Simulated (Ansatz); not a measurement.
The parent structure is LiCl in the rock salt structure (space group Fm-3m, No. 225; a = 5.1123 Å). Axes: x, y, z lie along the cube axes.

It is then changed as follows: a free-standing slab of 2 layers (4 atoms, 2 a layer) is cut normal to the z axis, with 15 Å of vacuum and the in-plane cell held at bulk.

All numbers come from Ansatz (a program for electronic structure) r2SCAN, scalar-relativistic without spin-orbit coupling.

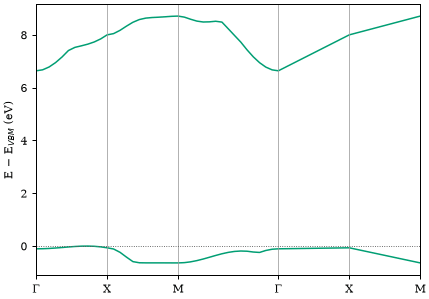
*Highest valence and lowest conduction band along the path of the changed cell's own zone*

Task: From the figure, how large is the changed gap, and is it direct?

Result: About 6.6 eV, indirect, Γ–X (73 % along) → Γ.

Whether these cells are dynamically stable was not tested. Labels are those of the standard path for the cell's own space group.
